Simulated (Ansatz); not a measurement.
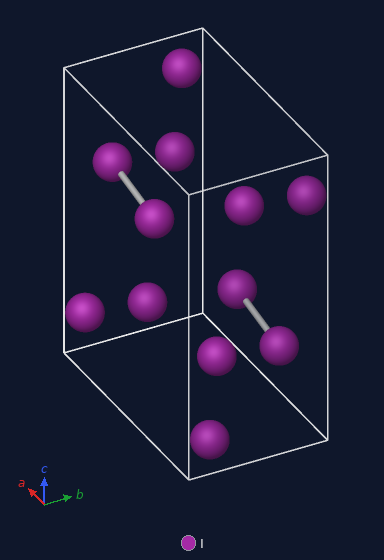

An orthographic ball-and-stick view of the structure, from a general direction. Atoms at the boundary of the conventional unit cell (the box) are drawn once for each face, edge or corner they touch.

Bond cut-offs: I–I up to 3.22 Å (cut-off distances).

**What is the number of atoms per cell?**

8 (iodine), counting shared atoms by their share.

**What kind of lattice is this?**

Base-centred orthorhombic.

**Identify the space group.**

Cmce (No. 64), with I on 8f.

**What lies around I?**

Each I has one I.

**What kind of network do the bonds form?**

The bonds build separate I2 groups.

The cell started as a structure type known for this element. It was relaxed at fixed volume with DFT r2SCAN, scalar-relativistic, plane waves, PAW (Ansatz 0.2.0).
